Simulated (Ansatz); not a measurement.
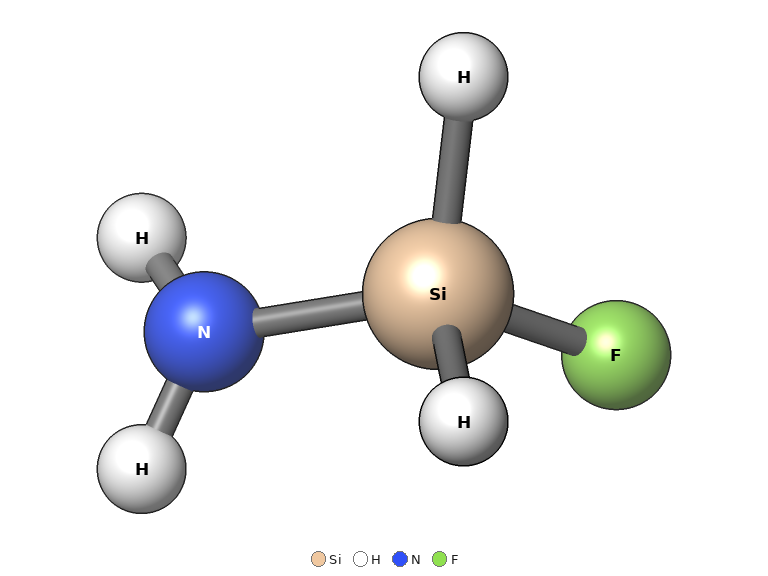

The picture shows a molecular structure as a ball-and-stick model. Every bond is drawn as one stick, whatever its order.

Question: What is the molecular formula?

Answer: FH₄NSi, 7 atoms: 1 fluorine, 4 hydrogen, 1 nitrogen and 1 silicon.

Question: Count the bonded pairs by element.

Answer: 2 Si–H, 2 N–H, 1 F–Si, 1 N–Si. Sticks follow a distance rule.

Question: How many sets of symmetry-equivalent atoms are there?

Answer: 5: 1 Si, 2 H, 1 N, 1 F, 2 H.

Question: Give the symmetry (Schoenflies symbol).

Answer: Cs.

More results for the same structure follow; atom numbers are the same in all pictures, views and colours differ. Computed geometry: PBE0-D4/def2-TZVP optimisation.

## Shape

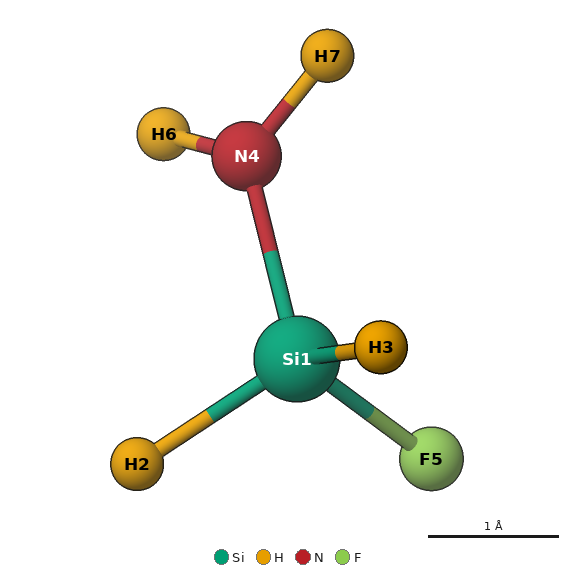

Numbered structure.

Give these bond angles: H2–Si1–H3, H2–Si1–N4, H2–Si1–F5, N4–Si1–F5, Si1–N4–H6, H6–N4–H7.

| angle | degrees |
| --- | --- |
| H2–Si1–H3 | 114.1 |
| H2–Si1–N4 | 108.3 |
| H2–Si1–F5 | 105.8 |
| N4–Si1–F5 | 114.6 |
| Si1–N4–H6 | 121.9 |
| H6–N4–H7 | 111.8 |

## Vibrations

Harmonic vibrations computed with RKS PBE0-D4/def2-TZVP (Ansatz 0.2.0) at a stationary point of the same level.

Question: List the wavenumbers.

Answer: 15 modes: 266, 295, 381, 561, 801, 829, 899, 904, 941, 963, 1585, 2261, 2266, 3616, 3711 cm⁻¹.

## Thermal motion

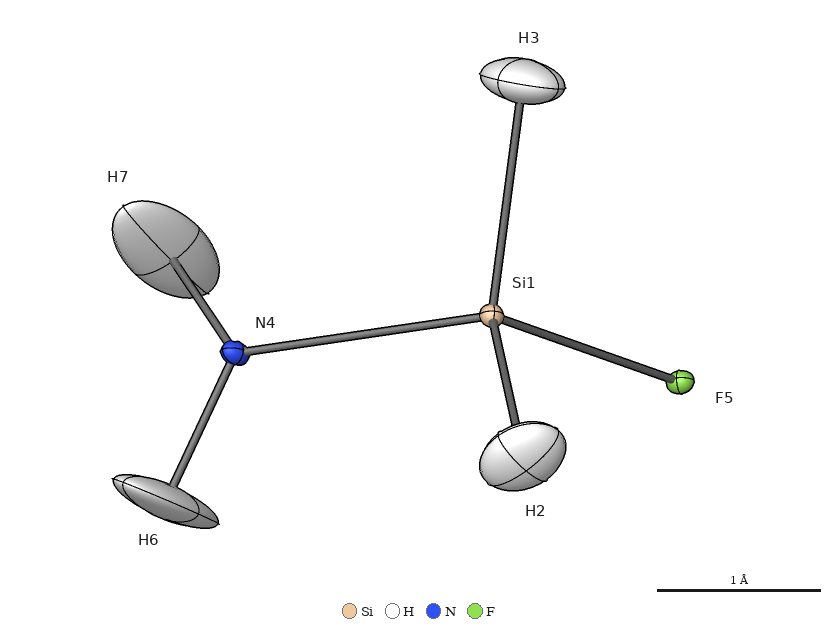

Displacement ellipsoids at the 50 % level, from the internal vibrations of the free molecule (harmonic, no overall translation or rotation; no half-axis is drawn under 0.075 Å). Vibrations computed with RKS PBE0-D4/def2-TZVP (Ansatz 0.2.0). Temperature: 600 K.

Question: Which atom moves most?

Answer: H6, H7, with U_eq = 0.0565 Å².

Question: Does H6 move more along its bond or across it?

Answer: Across it: the root-mean-square amplitude is 0.070 Å along the bond and up to 0.374 Å across, since bending and torsion are softer than stretching.

List U_eq and the three principal root-mean-square amplitudes for each kind of atom.

```csv
atom,U_eq (Å²),rms amplitudes (Å)
Si1,0.00082,"0.020, 0.020, 0.041"
"H2, H3",0.0219,"0.088, 0.156, 0.184"
N4,0.0019,"0.022, 0.031, 0.066"
F5,0.0015,"0.021, 0.027, 0.057"
"H6, H7",0.0565,"0.068, 0.158, 0.374"
```

## Dipole moment

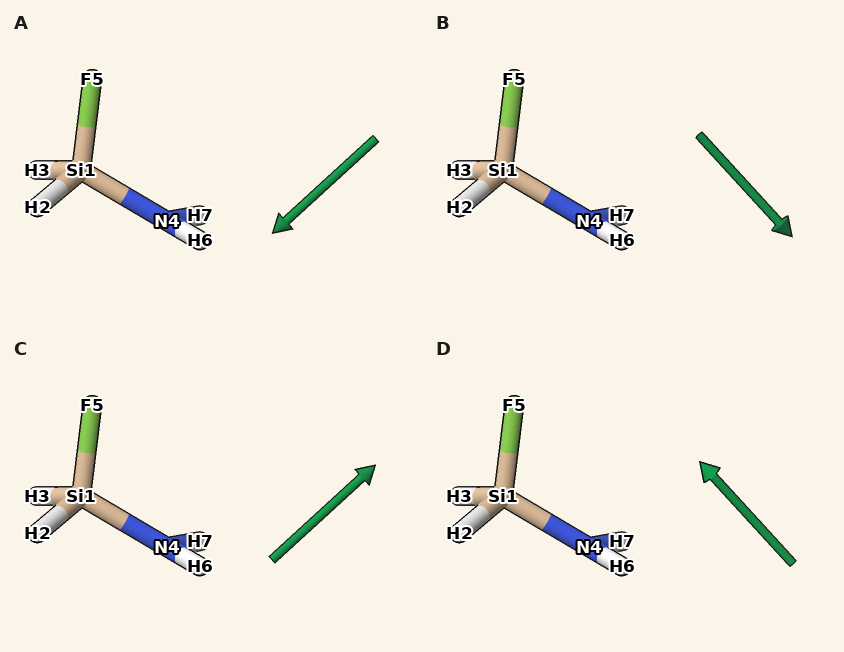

The same molecule four times, each with an arrow. Method: RKS PBE0-D4/def2-TZVP (Ansatz 0.2.0).

Question: Which arrow points along the dipole moment, from the negative to the positive end?

Answer: B. The dipole moment is 1.99 D; it points from the side of F5 to the side of H6, H7 (the outermost atoms at the two ends).
